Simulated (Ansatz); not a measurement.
**UPBE/STO-3G run of SiHCl2 (SMILES Cl[SiH]Cl)**

What is the electronic atomisation energy of SiHCl2 at UPBE/STO-3G? 

The results are computed with Ansatz 0.2.0.

68 further runs of the same task are left out: 9 that didn't finish, 59 set aside as unsound or not needed.

### Step 1. Starting point

SiHCl2 has 4 atoms, charge 0, and is taken as a doublet. As SMILES, `Cl[SiH]Cl`. The coordinates come from a PBE0-D4/def2-TZVP relaxation.

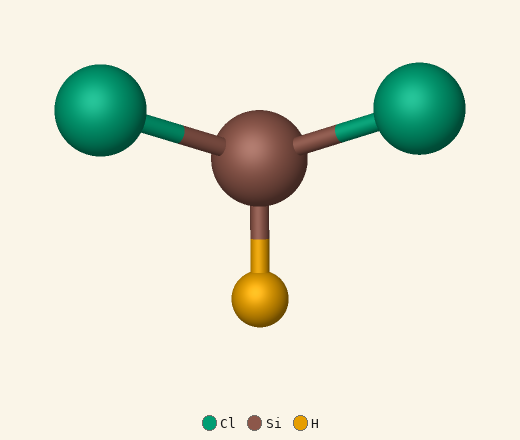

The structure, seen from a chosen angle (chlorine teal, silicon brown, hydrogen amber).

### Step 2. A single-point energy at UPBE/STO-3G

The input, input.yaml:

```yaml
crystal:
  periodic: [false, false, false]
  atoms:
    - {symbol: Cl, position_ang: [-1.646600, 0.177800, 0.889400]}
    - {symbol: Si, position_ang: [0.187600, -0.414200, 0.200000]}
    - {symbol: Cl, position_ang: [0.250900, -0.281300, -1.841700]}
    - {symbol: H, position_ang: [1.208200, 0.517700, 0.752400]}
basis:
  gaussian: {orbitals: STO-3G}
magnetization: {spin_polarized: true, initial_magnetization: 1}
hamiltonian: {xc: pbe}
accuracy: high
```

Run with:

```bash
ansatz run input.yaml --threads 1 --pin off --max-ram 2610MiB --events-out events.jsonl --progress --plain --runs-dir runs
```

The program printed:

```text
Warning: RAYON_NUM_THREADS=1 ignored (pool sized by the plan → 1); use --threads N
Functional definition: PBE
  name "PBE"
  parameter kappa = 0.804
  parameter beta = 0.06672455060314922
  exchange = pbe_x(kappa = kappa, mu = beta*pi^2/3)
  correlation = pbe_c(beta = beta)
508 factors; integrals over basis functions are off by at most 1.7e-8 eV
mean field evaluation 1: about -32557.9998 eV, gradient 1.7e1 eV
mean field evaluation 2: about -32554.1767 eV, gradient 2.7e1 eV
mean field evaluation 4: about -32560.6221 eV, gradient 5.3e-1 eV
mean field evaluation 8: about -32560.6066 eV, gradient 8.0e-4 eV
mean field evaluation 16: about -32560.6066 eV, gradient 9.6e-8 eV
mean field -32560.60656895 eV, -1196.5802210369 hartree, gradient 9.6e-8 eV, S^2 0.750783; 0 other end points of the search recorded, 0 dependent functions left out
reference -32560.60657069 eV, -1196.5802211010 hartree; 25, 24 occupied and 3, 4 virtual orbitals, 508 factors
Total energy: -32560.60657069 eV, -1196.5802211010 hartree
```

Run time: 2.1 s. Hardware: 1 thread of Arm Neoverse V2, shared host; peak memory 0.14 GiB.

### Step 3. The Cl atom

The input, run.yaml:

```yaml
crystal:
  periodic: [false, false, false]
  atoms:
    - {symbol: Cl, position_ang: [0.000000, 0.000000, 0.000000]}
basis:
  gaussian:
    orbitals: STO-3G
magnetization:
  spin_polarized: true
  initial_magnetization: 1
hamiltonian:
  xc: {name: PBE}
accuracy: high
```

Run with:

```bash
ansatz run run.yaml --threads 1 --pin off --max-ram 2610MiB --events-out events.jsonl --progress --plain --runs-dir runs
```

The program printed:

```text
Warning: RAYON_NUM_THREADS=1 ignored (pool sized by the plan → 1); use --threads N
[... 6 set-up lines as earlier in the session ...]
42 factors; integrals over basis functions are off by at most 4.6e-9 eV
mean field evaluation 1: about -12378.8239 eV, gradient 2.9e-2 eV
mean field evaluation 2: about -12378.8248 eV, gradient 3.0e-2 eV
mean field evaluation 4: about -12378.8248 eV, gradient 5.3e-10 eV
mean field evaluation 8: about -12378.8251 eV, gradient 3.3e-2 eV
mean field evaluation 16: about -12378.8248 eV, gradient 6.6e-7 eV
mean field -12378.82480889 eV, -454.9134210578 hartree, gradient 1.8e-12 eV, S^2 0.750000; 1 other end points of the search recorded, 0 dependent functions left out
reference -12378.82480983 eV, -454.9134210925 hartree; 9, 8 occupied and 0, 1 virtual orbitals, 42 factors
Total energy: -12378.82480983 eV, -454.9134210925 hartree
```

Wall time 0.4 s (1 thread of Arm Neoverse V2, shared host).

### Step 4. The H atom

The input, input.yaml:

```yaml
crystal:
  periodic: [false, false, false]
  atoms:
    - {symbol: H, position_ang: [0.000000, 0.000000, 0.000000]}
basis:
  gaussian:
    orbitals: STO-3G
accuracy: high
magnetization:
  spin_polarized: true
  initial_magnetization: 1
hamiltonian:
  xc: pbe
total_charge: 0
```

Run with:

```bash
ansatz run input.yaml --threads 1 --pin off --max-ram 2610MiB --events-out events.jsonl --progress --plain --runs-dir runs
```

The program printed:

```text
Warning: RAYON_NUM_THREADS=1 ignored (pool sized by the plan → 1); use --threads N
[... 6 set-up lines as earlier in the session ...]
1 factors; integrals over basis functions are off by at most 4.6e-10 eV
mean field evaluation 1: about -12.6363 eV, gradient 0.0e0 eV
mean field evaluation 2: about -12.6363 eV, gradient 0.0e0 eV
mean field -12.63630448 eV, -0.4643756244 hartree, gradient 0.0e0 eV, S^2 0.750000; 0 other end points of the search recorded, 0 dependent functions left out
reference -12.63630558 eV, -0.4643756647 hartree; 1, 0 occupied and 0, 1 virtual orbitals, 1 factors
Total energy: -12.63630558 eV, -0.4643756647 hartree
```

It took 0.08 s on 1 thread of Arm Neoverse V2, shared host.

### Step 5. The Si atom

The input, molecule.yaml:

```yaml
crystal:
  periodic: [false, false, false]
  atoms:
    - symbol: Si
      position_ang: [0.000000, 0.000000, 0.000000]
basis:
  gaussian:
    orbitals: STO-3G
magnetization:
  spin_polarized: true
  initial_magnetization: 2
hamiltonian:
  xc: pbe
accuracy: high
```

Run the same way, it converges to -285.77131 Eh (log not shown).

### Step 6. Outcome

Level: UPBE/STO-3G.

| quantity | value |
| --- | --- |
| molecule: total energy | -1196.58022 Eh |
| molecule: ⟨S²⟩ | 0.751 |
| Cl atom: total energy | -454.91342 Eh |
| Cl atom: ⟨S²⟩ | 0.750 |
| H atom: total energy | -0.46438 Eh |
| H atom: ⟨S²⟩ | 0.750 |
| Si atom: total energy | -285.77131 Eh |
| Si atom: ⟨S²⟩ | 2.000 |
| electronic atomisation energy | 14.087 eV |

What this shows: Taking the molecule apart into free atoms costs 14.09 eV (325 kcal/mol), before zero-point energy and without spin-orbit coupling. In a minimal basis such a difference can be off by several eV, whatever the method.
